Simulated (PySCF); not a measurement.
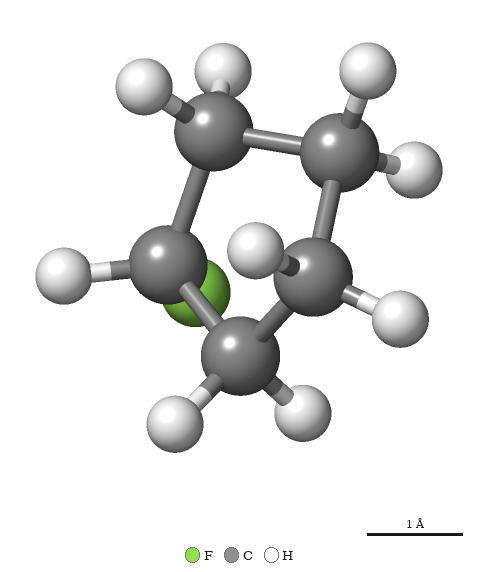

C5H9F, before the relaxation. The picture is a ball-and-stick view, seen from a free direction.

The start comes from GFN2-xTB. Its atoms were then displaced at random by about 0.01 Å.

Method: PySCF, PBE0-D3(BJ)/def2-TZVP geometry optimisation, gas phase.

```xyz
15

F     1.0755   -1.7996   -1.0095
C     0.7509   -1.0151    0.1002
C     1.1748    0.4408   -0.1418
C    -0.0243    1.2970    0.0883
C    -1.2051    0.3502   -0.2929
C    -0.7635   -0.9706    0.3172
H     1.2994   -1.4972    0.9272
H     2.0327    0.7381    0.5137
H     1.5301    0.5362   -1.1472
H    -0.0493    2.2027   -0.4946
H    -0.1475    1.5706    1.1527
H    -1.2650    0.2706   -1.3607
H    -2.1930    0.6987    0.0939
H    -1.2522   -1.8321   -0.1423
H    -0.9788   -1.0077    1.3886
```

**What does the optimiser find from here?**

F1 moves most after the best rigid fit: 0.45 Å. By element the largest moves are F 0.45 Å, H 0.40 Å, C 0.14 Å. Among the contacts that change: C3–C4 1.491 → 1.542 Å, C4–C5 1.561 → 1.529 Å, C3–H8 1.120 → 1.092 Å, C3–H9 1.071 → 1.091 Å. Bond angles that change, for instance: F1–C2–C6 111.0° → 108.5°, F1–C2–H7 103.6° → 106.1°, C3–C4–H11 112.3° → 109.9°. Groups turn about C2–C3 by about 25°. The energy falls by 2.80 kcal/mol in 13 geometry steps.

The structure at the end:

```xyz
15

F     0.8399   -1.5428   -1.2881
C     0.7375   -1.0221    0.0055
C     1.2075    0.4321   -0.0057
C    -0.0705    1.2948    0.0042
C    -1.2101    0.3153   -0.2796
C    -0.7281   -0.9684    0.3866
H     1.3383   -1.6751    0.6428
H     1.8470    0.6425    0.8536
H     1.8104    0.5900   -0.9014
H    -0.0284    2.1153   -0.7134
H    -0.2100    1.7412    0.9928
H    -1.3098    0.1486   -1.3558
H    -2.1754    0.6619    0.0933
H    -1.2589   -1.8716    0.0820
H    -0.8046   -0.8790    1.4760
```

After the run, drawn alike:

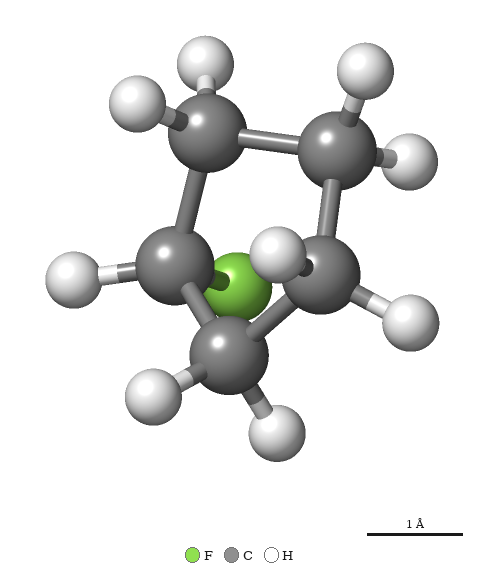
